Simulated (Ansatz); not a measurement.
# GeN2H4 (SMILES [NH2][Ge][NH2]) at B2PLYP/def2-SVPD

Aim: the electronic atomisation energy of GeN2H4 at B2PLYP/def2-SVPD, from 4 runs. 

The calculation is run with Ansatz 0.2.0.

43 further runs of the same task are left out: 43 set aside as unsound or not needed. Runs told in other sessions of the task aren't counted.

## (1) The system as given

The species is GeN2H4 (7 atoms), meant as a singlet with charge 0. As SMILES, `[NH2][Ge][NH2]`. The shape is that of a PBE0-D4/def2-TZVP optimisation. This is one conformer, not always the lowest.

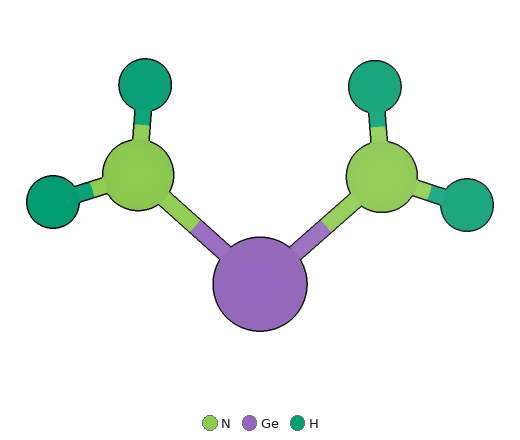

The structure, seen from a chosen angle (nitrogen green, germanium purple, hydrogen teal).

## (2) The energy at B2PLYP/def2-SVPD

run.yaml

```yaml
crystal:
  periodic: [false, false, false]
  atoms:
    - {symbol: N, position_ang: [-1.179700, 0.092100, -0.683900]}
    - {symbol: Ge, position_ang: [-0.069700, -1.237600, -0.102500]}
    - {symbol: N, position_ang: [1.194700, -0.165000, 0.665000]}
    - {symbol: H, position_ang: [-2.029900, -0.124000, -1.176400]}
    - {symbol: H, position_ang: [-1.047800, 1.084700, -0.566600]}
    - {symbol: H, position_ang: [1.191600, 0.842500, 0.702200]}
    - {symbol: H, position_ang: [2.002000, -0.560700, 1.116500]}
basis:
  gaussian: {orbitals: def2-SVPD}
correlation: {frozen_orbitals: {Ge: 9, H: 0, "N": 1}}
accuracy: high
output: {orbitals: {seedname: orbitals}}
hamiltonian: {xc: {name: B2PLYP}}
```

Command:

```bash
$ ansatz run run.yaml --threads 1 --pin off --max-ram 3480MiB --events-out events.jsonl --progress --plain --runs-dir runs
```

The log of the run:

```text
Warning: RAYON_NUM_THREADS=1 ignored (pool sized by the plan → 1); use --threads N
Functional definition: B2PLYP
  name "B2PLYP"
  parameter a = 0.53
  parameter c = 0.27
  exchange = (1 - a)*b88_x + a*exact_x
  correlation = (1 - c)*lyp_c + c*(mp2_os + mp2_ss)
2230 factors; integrals over basis functions are off by at most 4.5e-9 eV
mean field evaluation 1: about -59529.3432 eV, gradient 6.0e1 eV
mean field evaluation 2: about -59529.5124 eV, gradient 6.0e1 eV
mean field evaluation 4: about -59536.8110 eV, gradient 3.5e0 eV
mean field evaluation 8: about -59536.8610 eV, gradient 3.2e-1 eV
mean field evaluation 16: about -59536.8611 eV, gradient 1.2e-4 eV
mean field -59536.86114519 eV, -2187.9392915519 hartree, gradient 2.2e-8 eV, S^2 0.000000; 0 other end points of the search recorded, 0 dependent functions left out
11 core orbitals not correlated: weight in the atoms' cores, before any rotation towards them, 1.000 or more for the frozen orbitals, at most 0.000 for the correlated occupied ones
reference -59536.86116863 eV, -2187.9392924130 hartree; 14, 14 occupied and 85, 85 virtual orbitals, 2230 factors
second order -19.70027702 eV of doubles, -0.00000000 eV of singles
Total energy: -59542.18024342 eV, -2188.1347648064 hartree
```

It took 11 s on 1 thread of Intel Xeon Platinum 8488C (Sapphire Rapids), shared host; peak memory 0.4 GiB.

## (3) The Ge atom, same level

job.yaml

```yaml
basis:
  gaussian:
    orbitals: def2-SVPD
crystal:
  periodic: [false, false, false]
  atoms:
    - {symbol: Ge, position_ang: [0.000000, 0.000000, 0.000000]}
accuracy: high
hamiltonian:
  xc: {name: B2PLYP}
correlation:
  frozen_orbitals: {Ge: 9}
magnetization:
  spin_polarized: true
  initial_magnetization: 2
```

Run the same way, it converges to -2076.28650 Eh (log not shown).

## (4) The H atom

molecule.yaml

```yaml
crystal:
  periodic: [false, false, false]
  atoms:
    - {symbol: H, position_ang: [0.000000, 0.000000, 0.000000]}
basis:
  gaussian:
    orbitals: def2-SVPD
magnetization:
  spin_polarized: true
  initial_magnetization: 1
hamiltonian:
  xc: {name: B2PLYP}
correlation:
  frozen_orbitals: {H: 0}
accuracy: high
```

Run the same way, it converges to -0.49793 Eh (log not shown).

## (5) The N atom, same level

molecule.yaml

```yaml
crystal:
  periodic: [false, false, false]
  atoms:
    - {symbol: "N", position_ang: [0.000000, 0.000000, 0.000000]}
basis:
  gaussian:
    orbitals: def2-SVPD
magnetization:
  spin_polarized: true
  initial_magnetization: 3
hamiltonian:
  xc: {name: B2PLYP}
correlation:
  frozen_orbitals: {"N": 1}
accuracy: high
```

Run the same way, it converges to -54.49811 Eh (log not shown).

## (6) Outcome

At B2PLYP/def2-SVPD, 11 core orbitals frozen:

```
                                     quantity           value
                       molecule: total energy  -2188.13476 Eh
  molecule: HOMO energy (SCF part's orbitals)        -7.80 eV
  molecule: LUMO energy (SCF part's orbitals)         0.42 eV
molecule: HOMO–LUMO gap (SCF part's orbitals)         8.21 eV
                        Ge atom: total energy  -2076.28650 Eh
                                Ge atom: ⟨S²⟩           2.005
                         H atom: total energy     -0.49793 Eh
                                 H atom: ⟨S²⟩           0.750
                         N atom: total energy    -54.49811 Eh
                                 N atom: ⟨S²⟩           3.756
                electronic atomisation energy       23.411 eV
```

Taking the molecule apart into free atoms costs 23.41 eV (2259 kJ/mol), before zero-point energy and without spin-orbit coupling.
